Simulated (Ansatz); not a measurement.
# Which site? a vacancy of C in (8,8) carbon nanotube bundle (192 atoms): runs compared

Aim: make a vacancy of C at several sites of (8,8) carbon nanotube bundle (192 atoms), relax each, and compare their energies.

Computed with Ansatz 0.2.0: Kohn-Sham DFT, PBEsol, PAW (set soft_2), plane waves.

### Step 1. The cell as built

The cell holds 192 atoms: 192 C. Its edges and angles: a = 14.150 Å, b = 14.150 Å, c = 14.760 Å, α = 90.0°, β = 90.0°, γ = 120.0°. It derives from C (graphene). Graphene sheet (a = 2.46 Å) rolled into a (8,8) tube of diameter 10.85 Å, 6 periods, hexagonal bundle with 3.3 Å between walls; every coordinate displaced by a Gaussian of 0.05 Å.

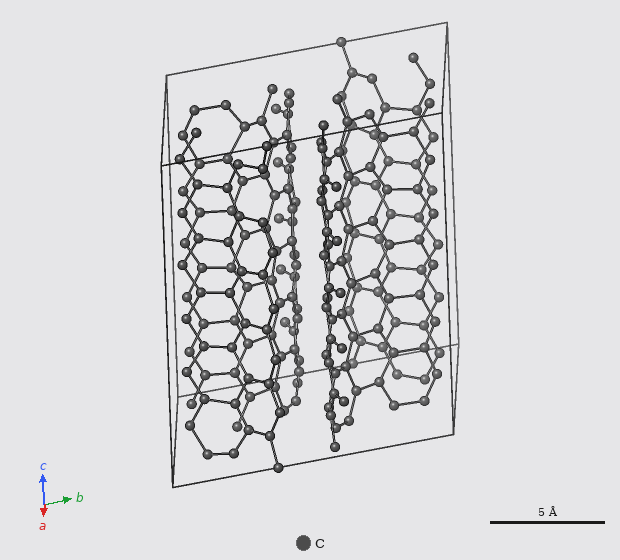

The cell as built. Some periodic images of atoms are drawn too.

Limits known from the start: Only the Γ point is sampled, in a cell whose shortest periodic width is 12 Å.

### Step 2. The reference run

The reference is a single point at the end of the relaxation.

Every defect cell starts from the geometry of this run and is relaxed in the fixed cell.

Its input, with most atom lines left out:

```yaml
crystal:
  lattice:
    - [14.15015, 0.0, 0.0]
    - [-7.07508, 12.25439, 0.0]
    - [0.0, 0.0, 14.76]
  atoms:
    - { symbol: C, position: [0.40989, 0.05864, 0.08376] }
    - { symbol: C, position: [0.42881, 0.1158, 0.00042] }
    - { symbol: C, position: [0.44379, 0.22244, 0.00038] }
    - { symbol: C, position: [0.43981, 0.27087, 0.08366] }
    - { symbol: C, position: [0.40935, 0.35211, 0.08371] }
    - { symbol: C, position: [0.38362, 0.38449, 0.00038] }
    - { symbol: C, position: [0.3143, 0.42982, 0.00033] }
    [... atom lines 8 to 192 left out ...]
kpoints:
  mp_grid: { grid: [1, 1, 1] }
hamiltonian:
  xc: pbesol
scf:
  occupations: { method: gaussian, width: 0.05 }
output:
  forces: true
  stress: true
  populations: intrinsic
  dos:
    method: { smearing: { sigma: 0.08 } }
    de: 0.1
    projected: { site_lists: { C: [C] } }
  eigenvalues: true
  write_density: true
  write_potential: true
  volumetric_format: npy
```

| Quantity | Value |
| --- | --- |
| free energy per atom | -246.6156 eV/atom |
| r.m.s. force component | 0.01041 eV/Å |
| pressure | 0.5493 GPa |

No gap is quoted: a carbon tube of such indices can be metallic, and the k-points needn't hold the crossing of its bands.

### Step 3. The runs

Each row is one run, on 8 threads of Arm Neoverse V2, shared host. The free energy is the program's total, comparable only between runs with the same functional, potentials and atoms.

| run | atoms | outcome | ionic steps, all passes | free energy (eV) | time | host memory (GiB) |
| --- | --- | --- | --- | --- | --- | --- |
| Single point at the start | 192 | converged | - | -47314.248 | 21 s | 3.7 |
| Relaxation | 192 | converged | 5 | -47350.204 | 81 s | 3.7 |
| Single point at the relaxed geometry | 192 | converged | - | -47350.204 | 45 s | 3.8 |
| Vacancy of C, site C1 | 191 | converged | 14 | -47097.286 | 6.3 min | 3.8 |
| Vacancy of C, site C140 | 191 | converged | 12 | -47097.247 | 5.6 min | 3.8 |
| Vacancy of C, site C68 | 191 | converged | 15 | -47097.293 | 7.2 min | 3.8 |
| Vacancy of C, site C30 | 191 | converged | 13 | -47097.279 | 6.3 min | 3.8 |

In some runs the program notes that the exchange-correlation potential is rough where the density is thin.

The surroundings of site C68, the cheapest one, after relaxation: 11 atoms, nearest first, with positions taken from that point. Atoms keep their numbers of the cell before the removal, where the removed atom was number 68.

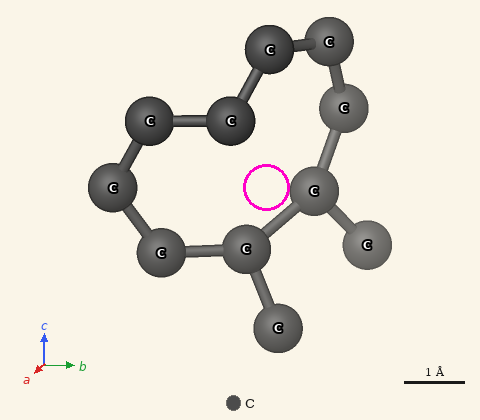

The atoms of the table, within 2.7 Å (arrows a, b, c point along x, y, z); some may hide others. A ring marks the centre wherever it is empty.

| atom | x | y | z | distance (Å) | bonds |
| --- | --- | --- | --- | --- | --- |
| C67 | 0.01 | -0.35 | -1.09 | 1.14 | 3 |
| C69 | -0.99 | 0.58 | -0.26 | 1.18 | 3 |
| C99 | 0.87 | -0.40 | 1.33 | 1.64 | 2 |
| C66 | 0.57 | -1.68 | -1.10 | 2.09 | 3 |
| C102 | -1.53 | 0.96 | 1.07 | 2.10 | 3 |
| C98 | 1.06 | -1.77 | 1.29 | 2.43 | 3 |
| C36 | -0.02 | 0.20 | -2.44 | 2.44 | 3 |
| C70 | -1.62 | 1.35 | -1.30 | 2.47 | 3 |
| C100 | 0.31 | 0.13 | 2.47 | 2.49 | 3 |
| C65 | 0.89 | -2.45 | 0.06 | 2.61 | 3 |
| C101 | -0.89 | 0.87 | 2.37 | 2.68 | 3 |

The column of bonds counts only the pairs C-C within 1.82 Å; other neighbours, such as metal atoms beside each other in a compound, aren't counted, and periodic images can show an atom twice.

### Step 4. The sites compared

All these cells hold the same atoms, so their energies can be compared with no chemical potential.

| site | neighbours | mean distance (Å) | atoms within 6 Å | energy over the best site (eV) | before relaxation (eV) | gain on relaxing (eV) |
| --- | --- | --- | --- | --- | --- | --- |
| C68 | C3 | 1.42 | 69 | 0.00 | 0.00 | 1.87 |
| C1 | C3 | 1.42 | 66 | 0.01 | 0.02 | 1.88 |
| C30 | C3 | 1.42 | 71 | 0.01 | 0.06 | 1.91 |
| C140 | C3 | 1.42 | 65 | 0.05 | 0.05 | 1.87 |

Neighbours are those of the relaxed host within 1.82 Å (C-C); other pairs aren't counted.

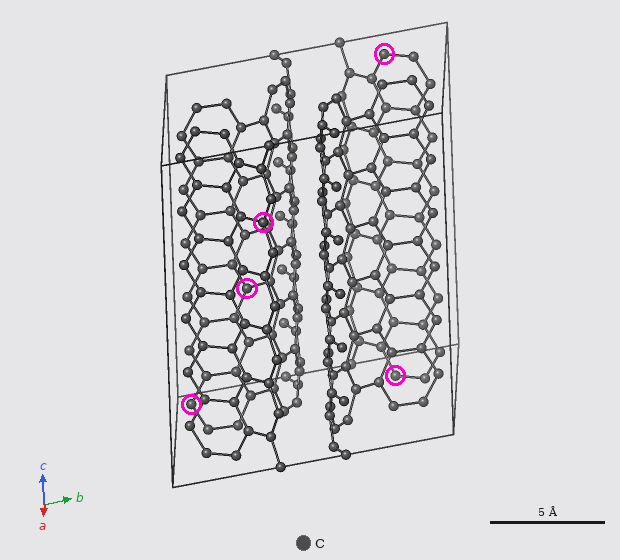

The relaxed cell with the tried sites ringed. Some periodic images of atoms are drawn too.

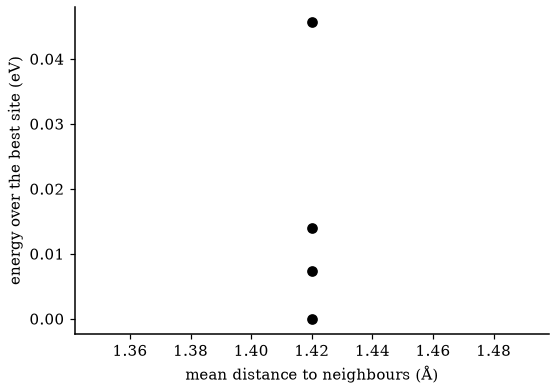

Site energy against the site's surroundings.

### Step 5. What came out

The cheapest site is C68 (3 neighbours, C3); the dearest, C140 (3 neighbours, C3), costs 0.046 eV more. C1 and C30 lie within 0.02 eV of the cheapest, a tie at this tolerance. Sites with the same first shell differ by up to 0.05 eV, from their geometry, farther neighbours or both. Relaxation gains 1.9 eV and leaves the best site the same.

**Limits.** Defects are neutral and interact with their images. The defect cells ran without spin polarisation, so cut bonds can't carry moments. Only 4 of the 192 C sites were tried, so a cheaper one may exist.

The DFT runs together took 28 min of wall time.

[Logs are printed without paths, hosts, clocks, repeated set-up lines and the standing remarks that a program may print on its own settings, such as how far it seeks lower states.]

[Hosts, paths, dates, database ids (printed as entryN), source tags and the programs' standing remarks are cut or masked in the printed files.]
